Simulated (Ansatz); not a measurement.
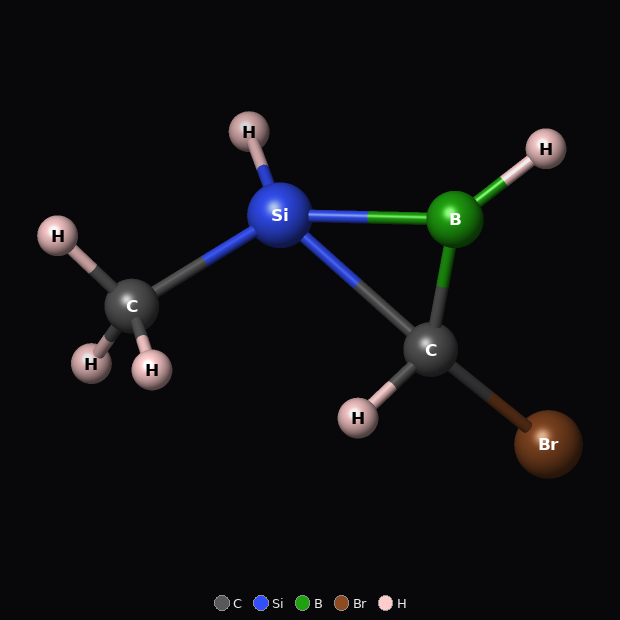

A ball-and-stick model of a molecule. Every bond is drawn as one stick, whatever its order.

Computed geometry: PBE0-D4/def2-TZVP optimisation. No frequency run is at hand to confirm it as a minimum.

Give the formula.

C₂H₆BBrSi, 11 atoms: 2 carbon, 6 hydrogen, 1 boron, 1 bromine and 1 silicon.

Describe its rings.

Independent rings (smallest set): 1 of 3 members.

Name functional groups in it.

Among them: C–Br bond, Si–H bond, B–H bond.

Which point group does it belong to?

C1.

The parts below concern this one geometry. Atoms keep their numbers from picture to picture.

**Shape**

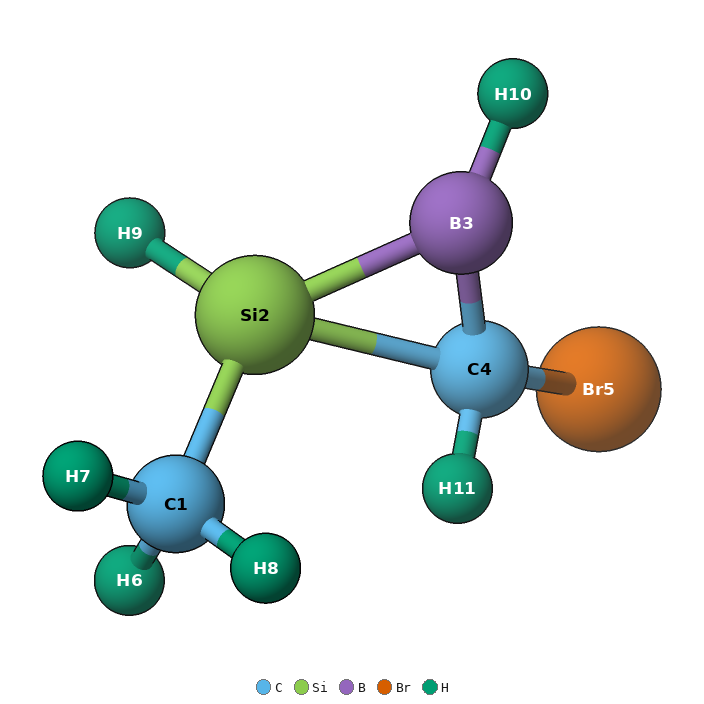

The atoms are numbered. No frequency run is at hand to confirm it as a minimum.

List the bonds and their lengths.

```
  bond  length (Å)   order
C1–Si2       1.864  single
 C1–H6       1.092  single
 C1–H7       1.094  single
 C1–H8       1.091  single
Si2–B3       1.908  single
Si2–C4       2.073  single
Si2–H9       1.489  single
 B3–C4       1.472  single
B3–H10       1.186  single
C4–Br5       1.919  single
C4–H11       1.089  single
```

**Levels of theory compared**

No frequency run is at hand to confirm it as a minimum. Program: Ansatz 0.2.0.

At this fixed geometry, give HOMO energy (eV) at these levels: B3LYP-D4/def2-TZVPP; PBE-D4/def2-TZVPP; PBE0-D4/def2-TZVPP; r2SCAN-D4/def2-TZVPP; ωB97M-V/def2-TZVPP; ωB97X-V/def2-TZVPP.

| level | HOMO energy (eV) |
| --- | --- |
| B3LYP-D4/def2-TZVPP | −6.59 |
| PBE-D4/def2-TZVPP | −5.81 |
| PBE0-D4/def2-TZVPP | −6.81 |
| r2SCAN-D4/def2-TZVPP | −6.00 |
| ωB97M-V/def2-TZVPP | −8.84 |
| ωB97X-V/def2-TZVPP | −8.96 |

**Dipole moment**

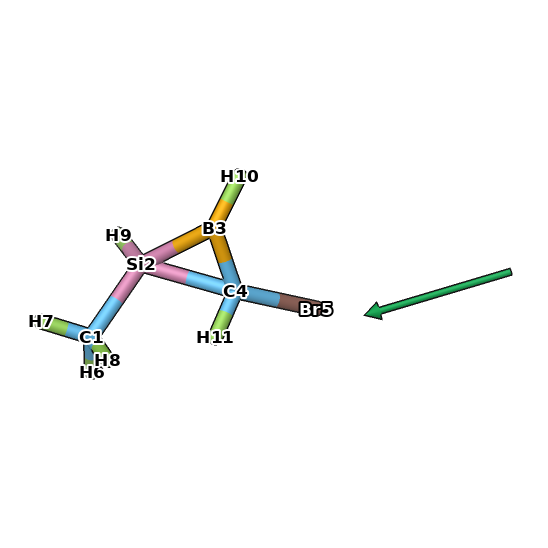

The arrow beside the molecule shows the direction of the dipole moment, from the negative to the positive end (its length means nothing). No frequency run is at hand to confirm it as a minimum. Method: RKS PBE0-D4/def2-TZVP (Ansatz 0.2.0).

How large is the dipole moment?

3.39 D; it points from the side of Br5 to the side of H7 (the outermost atoms at the two ends).

**Charges**

The questions are on Mulliken charges. No frequency run is at hand to confirm it as a minimum. Properties computed with RKS PBE0-D4/def2-TZVP (Ansatz 0.2.0).

Which atom carries the highest charge (most positive or least negative)?

H11 (0.17 e).

And the lowest?

C1 (−0.49 e).

Give the Mulliken charges atom by atom.

| atom | value (e) |
| --- | --- |
| C1 | −0.49 |
| Si2 | 0.13 |
| B3 | −0.07 |
| C4 | −0.16 |
| Br5 | −0.10 |
| H6 | 0.16 |
| H7 | 0.15 |
| H8 | 0.15 |
| H9 | 0.00 |
| H10 | 0.05 |
| H11 | 0.17 |

Mulliken values depend strongly on the basis set and can even reverse the polarity of a bond.
